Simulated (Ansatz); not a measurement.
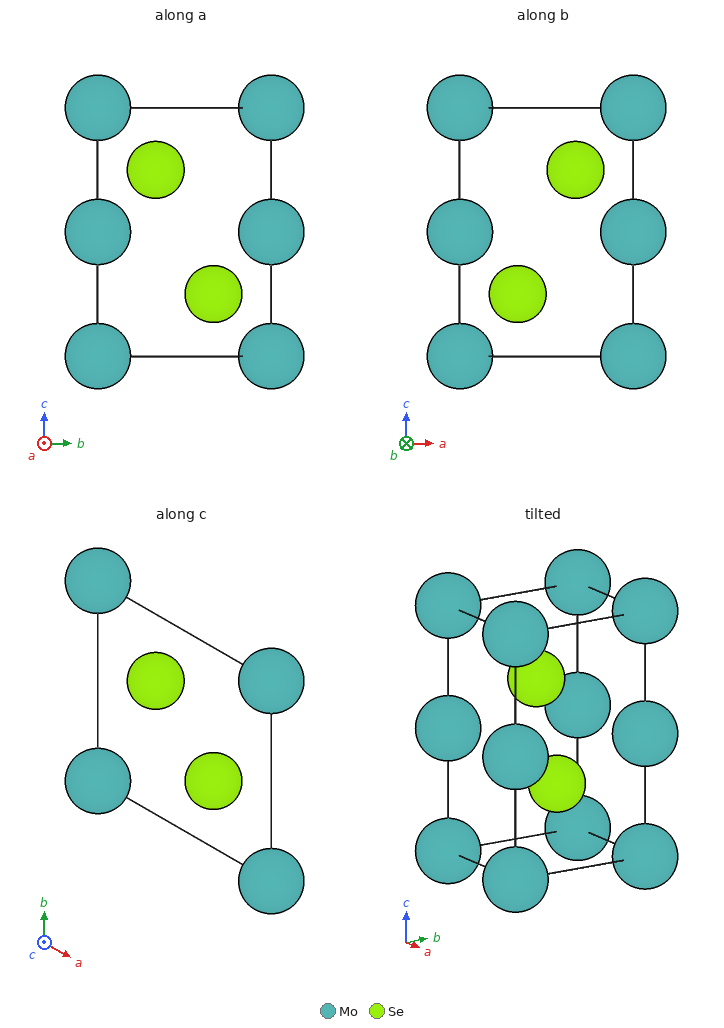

We look at a spheres-only model of the crystal along the a axis, along the b axis, along the c axis and slightly off an axis. The wireframe shows the conventional unit cell.

Lattice parameters: a = 4.139 Å, b = 4.139 Å, c = 5.134 Å, α = 90.00°, β = 90.00°, γ = 120.00°.

Express the structure as a table of Wyckoff sites.

Answer. Space group P6_3/mmc (No. 194).
```json
{"atom": "Mo", "site": "2a", "x": "0.0000", "y": "0.0000", "z": "0.0000"}
{"atom": "Se", "site": "2c", "x": "0.3333", "y": "0.6667", "z": "0.2500"}
```

Origin of the cell: a structure type filled with these elements by a generator (whether the compound takes this form wasn't checked). It was relaxed at fixed volume with DFT PBE, scalar-relativistic, plane waves, PAW in Ansatz.

At this level of theory the run's own cell isn't at rest (stretched, at -5 GPa), so its distances can differ from those at equilibrium, the more so the softer the solid.
